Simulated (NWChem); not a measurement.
# SVWN5/def2-SVP (core potential) run of SnH2F2 (SMILES [F][SnH2][F])

Aim: the electronic atomisation energy of SnH2F2 at SVWN5/def2-SVP (core potential), from 4 runs. 

The results are computed with NWChem 7.3.0.

14 further runs of the same task are left out: 2 that didn't finish, 12 set aside as unsound or not needed.

### 1 The structure to begin with

SnH2F2 has 5 atoms, charge 0, and is taken as a singlet. SMILES: `[F][SnH2][F]`. The shape is that of a PBE0-D4/def2-TZVP optimisation.

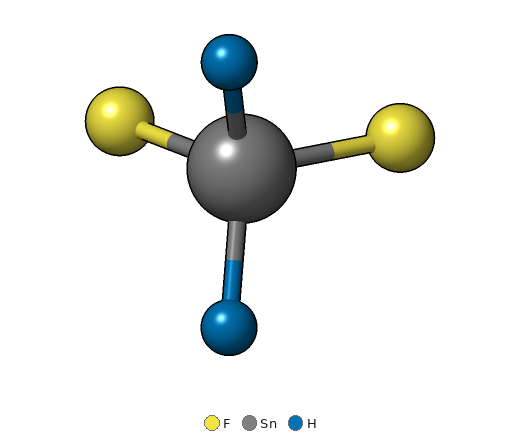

Viewed from a chosen angle; fluorine yellow, tin grey, hydrogen blue.

### 2 Energy and forces at SVWN5/def2-SVP (core potential)

Input file f2h2sn.nw:

```
start f2h2sn
title "F2H2Sn"
memory total 2200 mb
geometry units angstrom noautosym nocenter noautoz
 F       -0.343500      -0.356300       1.741400
 Sn       0.128900      -0.073200      -0.086200
 F       -1.231200       1.110700      -0.712400
 H       -0.087400      -1.547100      -0.889100
 H        1.583200       0.792100      -0.095000
end
basis spherical bse
 * library def2-SVP
end
ecp bse
 Sn library def2-SVP
end
dft
 xc slater vwn_5
 grid xfine
 convergence energy 1e-08
 maxiter 100
 mulliken
 print low
end
task dft gradient
```

Command:

```console
$ nwchem f2h2sn.nw > f2h2sn.out
```

Standard output:

```text
[...]
 d= 0,ls=0.0,diis     1   -413.2779174873 -5.58D+02  5.19D-02  1.33D+00     2.2
[...]
 d= 0,ls=0.0,diis    10   -413.4324855658 -8.27D-11  2.74D-07  7.82D-10    14.2
         Total DFT energy =     -413.432485565751
      One electron energy =     -944.669371783294
           Coulomb energy =      424.712115087787
    Exchange-Corr. energy =      -38.084976370497
 Nuclear repulsion energy =      144.609747500253
[...]
      Total Density - Mulliken Population Analysis
     ---------------------------------------------
    Atom       Charge   Shell Charges
 -----------   ------   -------------------------------------------------------
    1 F    9     9.36   1.99  1.11  0.85  3.31  2.11  0.00
    2 Sn  22    21.21   0.42  1.60  1.13  0.14  2.76  3.24  1.33  0.34  9.68  0.56
    3 F    9     9.36   1.99  1.11  0.85  3.31  2.11  0.00
    4 H    1     1.03   0.64  0.38  0.01
    5 H    1     1.03   0.64  0.38  0.01
[...]
                         DFT ENERGY GRADIENTS
    atom               coordinates                        gradient
                 x          y          z           x          y          z
   1 F      -0.649121  -0.673309   3.290769    0.002503   0.001231  -0.008896
   2 Sn      0.243586  -0.138328  -0.162894   -0.006363   0.003123   0.004193
   3 F      -2.326631   2.098919  -1.346241    0.006727  -0.005763   0.002823
   4 H      -0.165162  -2.923595  -1.680155    0.000980   0.004084   0.002087
   5 H       2.991814   1.496852  -0.179524   -0.003847  -0.002676  -0.000208
 Task  times  cpu:       18.5s     wall:       18.5s
 Total times  cpu:       18.6s     wall:       18.6s
```

It took 19 s on 1 thread of INTEL XEON PLATINUM 8581C at 2.10GHz (Emerald Rapids), shared host; peak memory 0.14 GiB.

### 3 The F atom: the energy at USVWN5/def2-SVP

Input file test.nw:

```
start test
memory total 2200 mb
geometry noautosym nocenter noautoz
F     0.000000    0.000000    0.000000
end
basis spherical bse
* library def2-SVP
end
dft
xc slater vwn_5
mult 2
grid xfine
convergence energy 1e-08
maxiter 100
mulliken
print medium
end
task dft energy
```

Command:

```console
$ nwchem test.nw > test.out
```

Standard output:

```text
[...]
          Wavefunction type:  spin polarized.
          No. of atoms     :     1
          No. of electrons :     9
[...]
          Charge           :     0
          Spin multiplicity:     2
[...]
          AO basis - number of functions:    14
[...]
              XC Information
              --------------
                        Slater Exchange Functional  1.000 local
                      VWN V Correlation Functional  1.000 local
[...]
 d= 0,ls=0.0,diis     1    -98.9690145139 -9.90D+01  8.51D-03  5.51D-02     0.1
[...]
 d= 0,ls=0.5,diis    10    -98.9768653063 -3.94D-10  2.45D-07  6.47D-11     0.4
[...]
         Total DFT energy =      -98.976865306367
      One electron energy =     -139.054645680589
           Coulomb energy =       49.781891566170
    Exchange-Corr. energy =       -9.704111191949
 Nuclear repulsion energy =        0.000000000000
[...]
      Total Density - Mulliken Population Analysis
     ---------------------------------------------
    Atom       Charge   Shell Charges
 -----------   ------   -------------------------------------------------------
    1 F    9     9.00   1.99  1.15  0.86  3.19  1.81  0.00
     --------------------------------------------
      Spin Density - Mulliken Population Analysis
     --------------------------------------------
    Atom       Charge   Shell Charges
 -----------   ------   -------------------------------------------------------
    1 F    9     1.00  -0.00  0.02 -0.02  0.69  0.31  0.00
[...]
      <S2> =      0.7507 (Exact =     0.7500)
[...]
```

Run time: 1 s. Hardware: 1 thread of INTEL XEON PLATINUM 8581C at 2.10GHz (Emerald Rapids), shared host; peak memory 0.11 GiB.

### 4 The H atom: a single-point energy at USVWN5/def2-SVP

Input file struct.nw:

```
start struct
title "H"
memory stack 880 mb heap 220 mb global 1100 mb
charge 0

geometry noautosym nocenter noautoz
H     0.000000    0.000000    0.000000
end

basis spherical bse
* library def2-SVP
end

dft
xc slater vwn_5
mult 2
grid xfine
convergence energy 1e-08
iterations 100
mulliken
end

task dft
```

Run the same way, it converges to -0.47747 Eh (log not shown).

### 5 The Sn atom: a single-point energy at USVWN5/def2-SVP (core potential)

Input file sn.xyz:

```xyz
1
Sn SVWN5
Sn     0.000000     0.000000     0.000000
```

Input file sn.nw:

```
echo
START sn
TITLE "Sn SVWN5"
memory total 2200 mb
charge 0

GEOMETRY units angstroms noautosym nocenter noautoz
  load sn.xyz
END

BASIS spherical bse
  * library def2-SVP
END

ECP bse
  Sn library def2-SVP
END

DFT
  xc slater vwn_5
  mult 3
  grid xfine
  convergence energy 1e-08
  maxiter 100
  mulliken
END

TASK dft energy
```

Run the same way, it converges to -213.90349 Eh (log not shown).

### 6 Outcome

At SVWN5/def2-SVP (core potential):

```
                                   quantity          value
                     molecule: total energy  -413.43249 Eh
         molecule: largest force on an atom     0.479 eV/Å
                       F atom: total energy   -98.97687 Eh
 F atom: HOMO energy (highest over α and β)       -9.43 eV
  F atom: LUMO energy (lowest over α and β)       -9.42 eV
                               F atom: ⟨S²⟩          0.751
                       H atom: total energy    -0.47747 Eh
 H atom: HOMO energy (highest over α and β)       -7.20 eV
                               H atom: ⟨S²⟩          0.750
                      Sn atom: total energy  -213.90349 Eh
Sn atom: HOMO energy (highest over α and β)       -4.09 eV
                              Sn atom: ⟨S²⟩          2.001
              electronic atomisation energy      16.880 eV
```

Taking the molecule apart into free atoms costs 16.88 eV (389 kcal/mol), before zero-point energy and without spin-orbit coupling. The largest force (molecule) is 0.48 eV/Å: the shape isn't a stationary point for this species at this level.
